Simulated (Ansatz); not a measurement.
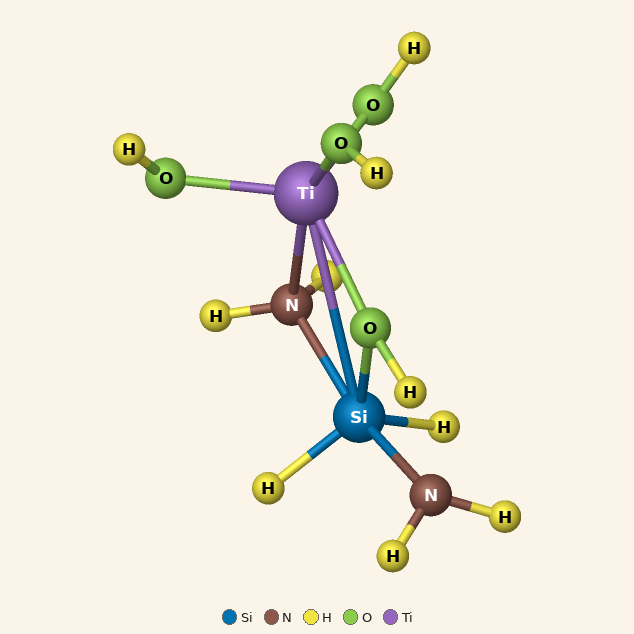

The species is neutral and a spin singlet. Sticks follow a distance rule. Harmonic vibrations computed with RKS PBE0-D4/def2-TZVP (Ansatz 0.2.0) at a stationary point of the same level.

> Minimum or transition state?

A first-order saddle point: one imaginary frequency, 976i cm⁻¹.

> List the wavenumbers.

48 modes: 976i, 41, 74, 124, 161, 195, 198, 208, 221, 263, 277, 296, 329, 349, 363, 391, 469, 509, 517, 536, 556, 586, 632, 685, 692, 700, 724, 747, 770, 813, 854, 879, 896, 1041, 1042, 1269, 1573, 1576, 2045, 2171, 2190, 3530, 3554, 3616, 3649, 3904, 3907, 3940 cm⁻¹.
